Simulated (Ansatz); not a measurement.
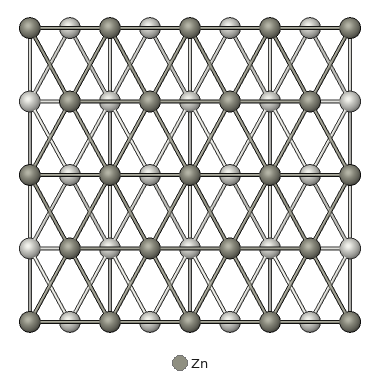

The system is CO on a Zn(100) slab cut from the P6_3/mmc phase, its upper half relaxed before the scan (12 atoms of substrate and one adsorbate in a 2 × 1 cell); the picture shows it without the atoms that are moved over the map. CO (O end down) is moved over the surface cell at a fixed height above a rigid substrate; the origin of the map has the adsorbate above Zn11; the height is held at 3.00 Å. Places are given modulo a cell vector. The map is drawn in real space over the plane of the surface. Grid: 6 × 10 points; 24 points were computed and 36 follow by symmetry. Places are given in fractions of the 1 × 1 surface cell. All energies are given in meV relative to the lowest grid point. At a fixed height the lowest place need not be the adsorption site. All numbers below come from DFT PBE+D3(BJ), scalar-relativistic, plane waves, PAW (Ansatz). Settings: cutoff 420 eV, k-mesh 5×6×1, gaussian smearing 0.1 eV, no spin polarisation.

Range: position of O13 along the first surface vector from 0.000 to 0.833; position of O13 along the second surface vector from 0.0 to 0.9.

> What landscape does the calculation give?

The lowest grid point is at the top site over a surface Zn atom, (3/6, 5/10) of the cell vectors. No other kind of well shows on this grid. The highest grid point, a bridge site between two Zn atoms, over a second-layer Zn atom, (3/6, 0/10) of the cell vectors, lies 27.9 meV above the lowest. On the interpolated surface the easiest way out of the lowest well to its copy in the next cell or period passes a barrier of about 2.4 meV.

```csv
"second ↓, first →",0/6,1/6,2/6,3/6,4/6,5/6
9/10,21.4,22.2,23.9,24.8,23.9,22.2
8/10,15.5,15.9,16.7,17.1,16.7,15.9
7/10,8.9,8.9,8.7,8.5,8.7,8.9
6/10,4.2,3.7,2.7,2.3,2.7,3.7
5/10,2.4,1.8,0.6,0.0,0.6,1.8
4/10,4.2,3.7,2.7,2.3,2.7,3.7
3/10,8.9,8.9,8.7,8.5,8.7,8.9
2/10,15.5,15.9,16.7,17.1,16.7,15.9
1/10,21.4,22.2,23.9,24.8,23.9,22.2
0/10,23.7,24.8,26.9,27.9,26.9,24.8
```

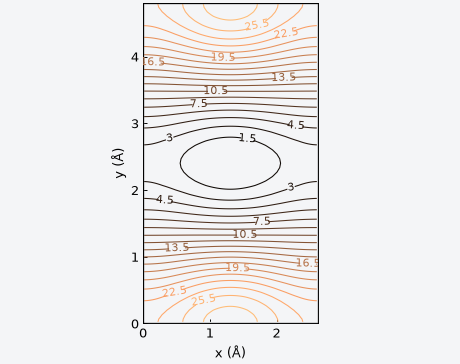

In the figure: contour lines labelled in meV, the outline of one cell of the plane. Between grid points the surface is interpolated.

The whole map (24 points run) took 10 min on 4 threads of Arm Neoverse V2, on a shared host.
